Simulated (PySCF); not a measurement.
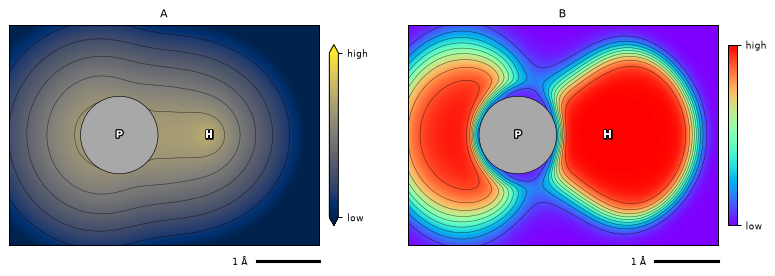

PH (charge +1, doublet): 2 fields on a plane that holds the molecular axis, with unlabelled colour scales. Grey discs cover the atomic cores.

Level of theory: PySCF, PBE0/def2-TZVP, non-relativistic Hamiltonian with scalar-relativistic core potentials where named, at a bond length of 1.435 Å.

Question: The panels show electron density and electron localisation function in some order. Assign them.

Answer: Panel A: electron density. Panel B: electron localisation function. From the grid: P–H (1.43 Å): ρ is about 1.2 e/Å³ halfway; the ELF climbs to about 1 towards the hydrogen, as it does in any bond to H (an ordinary covalent bond to hydrogen).
